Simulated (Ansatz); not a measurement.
## Electronic structure of CHNaSb (doublet) in real space

```xyz
4

C    -0.5752    0.3587   -0.0782
Na    1.6157   -0.0331    0.6134
Sb   -1.2592   -0.4311    1.6309
H    -1.1773    0.7725   -0.9149
```

Geometry: BLYP-D3(BJ)/def2-SVP; core potentials replace the inner electrons of Sb.

Method: isolated molecule in a Gaussian basis; Kohn-Sham density functional theory, functional PBE0 (Ansatz 0.2.0).

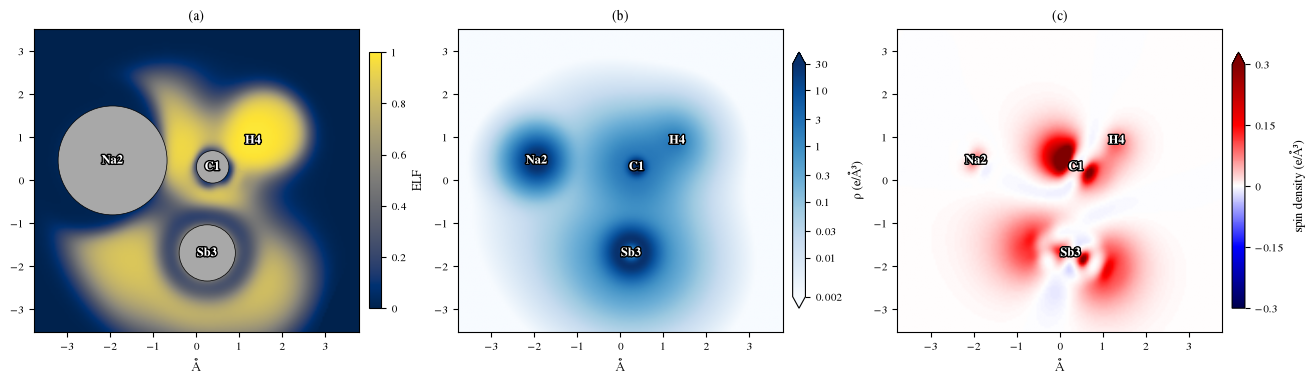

Figure 1. (a) electron localisation function; (b) electron density; (c) spin density (α minus β) on the molecular plane. Grey discs cover the atomic cores in the ELF map.

Q: What does the map show?

A: The plane passes through C, Na, Sb and H nuclei. C–Sb (2.00 Å): the density is about 0.9 e/Å³ at the midpoint; the ELF peaks at about 0.85 in the valence shell of C, 0.7 Å from its nucleus, and drops to about 0.20 between the two atoms. C–Na (2.33 Å): ρ is about 0.25 e/Å³ halfway; the ELF peaks at about 0.90 in the valence shell of C, 0.8 Å from its nucleus, and is about 0.35 at the midpoint. C–H (1.11 Å): ρ is about 1.9 e/Å³ halfway; the ELF climbs to about 1 towards the hydrogen, as it does in any bond to H; an ordinary covalent bond to hydrogen. The ELF also peaks beside Sb3, away from the bonds: non-bonding electrons, paired or unpaired. The unpaired spin (1 electron) lies mostly on Sb3 (about 0.7), C1 (about 0.2) and Na2 (about 0.1), in electrons by Hirshfeld's partition.

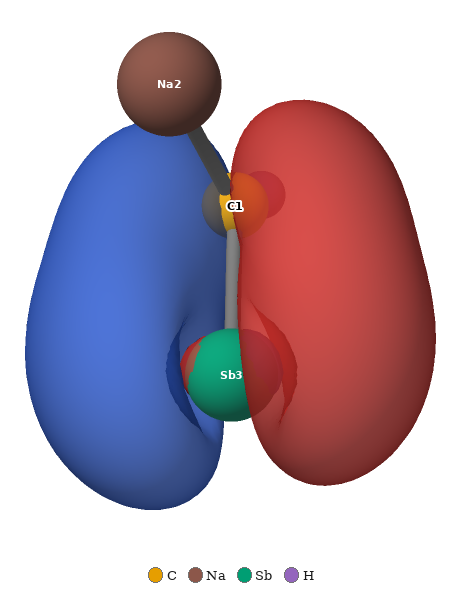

Figure 2. The HOMO−1 (α) at ±0.1 Å⁻³ᐟ² (red and blue are the two phases), seen at an oblique angle.

Q: What is the character of this orbital?

A: By Hirshfeld shares it lies mainly on Sb3 (about 55 %) and C1 (about 35 %); it changes sign across the molecular plane (π type); π-bonding across C1–Sb3. Its energy is −5.62 eV.
